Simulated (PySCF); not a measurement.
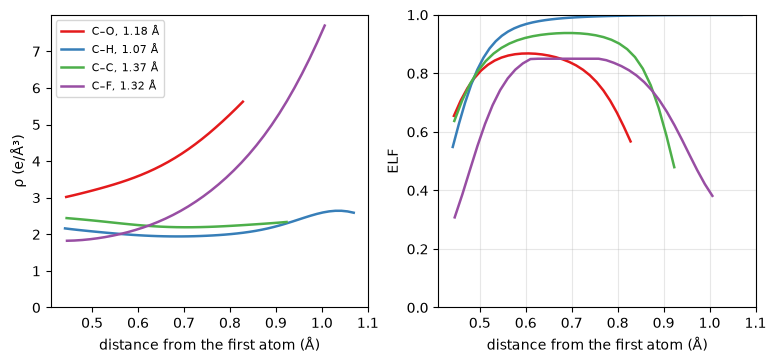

C5H2F2O2. Total electron density and electron localisation function along straight lines between neighbouring atoms. The curves leave out the atomic cores.

Geometry: GFN2-xTB.

Theory: B3LYP/def2-SVPD, SCF density, gas phase in PySCF 2.14.0.

Input

```
{"job": {"kind": "uv", "xc": "B3LYP", "basis": "def2-SVPD", "nstates": 8, "ntriplets": 3}, "charge": 0, "multiplicity": 1}
O      2.868808     0.497897     0.227934
C      2.032830    -0.286349    -0.064516
F      2.382180    -1.530365    -0.496824
C      0.591944    -0.137245    -0.039025
O     -0.224367    -1.149582    -0.412954
C     -1.477912    -0.732135    -0.290140
C     -1.539174     0.556174     0.164986
C     -0.196066     0.942193     0.327476
F      0.229780     2.117395     0.750220
H     -2.254662    -1.424184    -0.551623
H     -2.407937     1.148871     0.358503
```

Run with:

```sh
OMP_NUM_THREADS=1 python probes_run.py task.json out
```

**Compare the contacts.**

C–O (1.18 Å): the density is about 3.5 e/Å³ at the midpoint; the ELF peaks at about 0.85 between the atoms (a short, multiple covalent bond).
C–H (1.07 Å): ρ is about 2 e/Å³ halfway; the ELF climbs to about 1 towards the hydrogen, as it does in any bond to H: a covalent bond by its length.
C–C (1.37 Å): ρ at the midpoint is about 2.2 e/Å³; the ELF peaks at about 0.95 between the atoms (localised, covalent bonding).
C–F (1.32 Å): ρ at the midpoint is about 2.4 e/Å³; the ELF peaks at about 0.85 between the atoms (a shared but strongly polarised pair).
